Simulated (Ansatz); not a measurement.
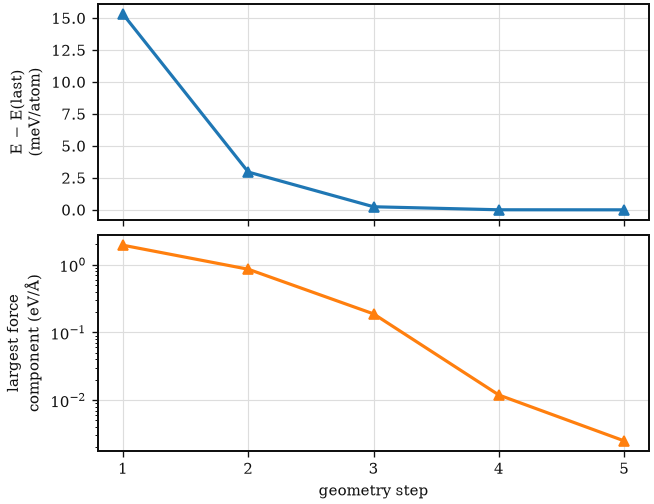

History of a geometry optimisation. Only the atoms move.

The run: AlH$_{6}$C$_{2}$ (9 atoms in the cell), by DFT PBE+D3(BJ), scalar-relativistic, plane waves, PAW in Ansatz; cutoff 420 eV, 1×1×1 k-mesh, Gaussian smearing of 0.005 eV, collinear spins.

**How did it end, and what did it gain?**

The optimisation met its thresholds at geometry 5, counting the start as the first. The energy fell by about 15 meV/atom from the first step to the last. The largest force component goes from about 1.9 eV/Å at the start to 2.5 × 10⁻³ eV/Å at the end.
